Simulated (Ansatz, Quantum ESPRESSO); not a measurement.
**Equation of state of rock salt TiC**

How stiff is rock salt TiC under hydrostatic load? Each row relaxes cell and atoms at a set pressure. The phase is followed to these pressures whether or not it stays the stable one.

Calculated with Quantum ESPRESSO 7.5, PBEsol, GBRV 1.5 ultrasoft potentials, cutoff 680 eV, Fermi–Dirac smearing 0.05 eV, k-mesh 17×17×17, no spin polarisation, no spin-orbit coupling.

Reference cell, relaxed at zero pressure with PBEsol (Fm-3m): a = 3.0358 Å, b = 3.0358 Å, c = 3.0358 Å, α = 60.00°, β = 60.00°, γ = 60.00°.

```
atom       x       y       z
  Ti  0.0000  0.0000  0.0000
   C  0.5000  0.5000  0.5000
```

| V (Å³/atom) | V/V0 | P (GPa) | E − E0 (meV/atom) |
| --- | --- | --- | --- |
| 10.0461 | 1.0156 | −3.988 | 1.9 |
| 9.7162 | 0.9823 | 4.991 | 2.8 |
| 9.5541 | 0.9659 | 9.985 | 10.3 |
| 9.4036 | 0.9507 | 14.998 | 22.1 |
| 9.0126 | 0.9111 | 29.976 | 76.4 |

V0 = 9.8917 Å³ an atom, where the residual pressure P0 is +0.038 GPa. **Question.** Fit the Birch–Murnaghan law and give the pressure and the energy at V = 9.2648 Å³ an atom, a row left out above.

With the Eulerian strain f = ½[(V0/V)^(2/3) − 1] and F = (P − P0)/[3f(1 + 2f)^(5/2)], the third-order law is the line F = B0 + (3/2) B0 (B′ − 4) f.

| f | F (GPa) |
| --- | --- |
| 0.03201 | 266.99 |
| 0.01716 | 267.16 |
| 0.01171 | 267.22 |
| 0.00600 | 266.95 |
| −0.00514 | 268.11 |

A straight line through the 5 rows: the means are 0.01235 for f and 267.29 for F, Σ(Δx)² = 0.0007563 and ΣΔxΔy = −0.01866, so the slope is −0.01866/0.0007563 = −24.675 and the intercept 267.29 − (−24.675)(0.01235) = 267.59.

Hence B0 = 267.6 GPa and B′ = 4 + (−24.7)/(1.5 × 267.6) = 3.94. For the withheld volume f = 0.02231, F = 267.04 GPa and P = 19.97 GPa. The run itself gives 19.98 GPa, so the estimate misses by 0.01 GPa, a rounding's worth.

Integrating the same law gives E − E0 = (9/2) B0 V0 f²[1 + (B′ − 4) f] + P0(V0 − V), with 1 GPa Å³ = 6.2415 meV: 37.1 meV an atom. The run itself gives 37.2 meV, so the estimate misses by 0.1 meV, a rounding's worth.

The same fit over all rows at other levels or in other programs gives B0 = 268 GPa with PBEsol (Ansatz).

Measured volume: 10.134 Å³ an atom (Acta Chemica Scandinavica A 32 89 1978), so V0 is −2.4 % off. A stiffness follows the volume as d ln B/d ln V = −B′, which moves B0 by about −9 % when it is taken at the measured volume.

The calculation is for a static lattice, while measurements hold thermal and zero-point motion.

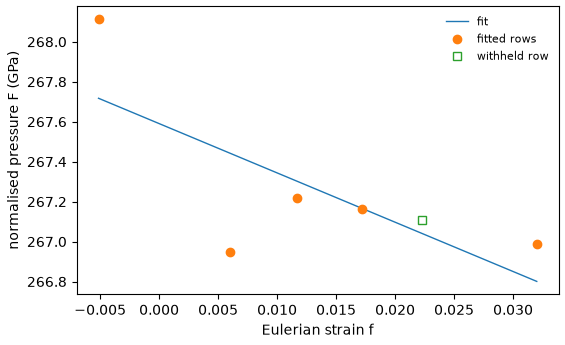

The fitted law, the rows behind it and the withheld row.

[Logs are printed without paths, hosts, clocks, repeated set-up lines and the standing remarks that a program may print on its own settings, such as how far it seeks lower states.]
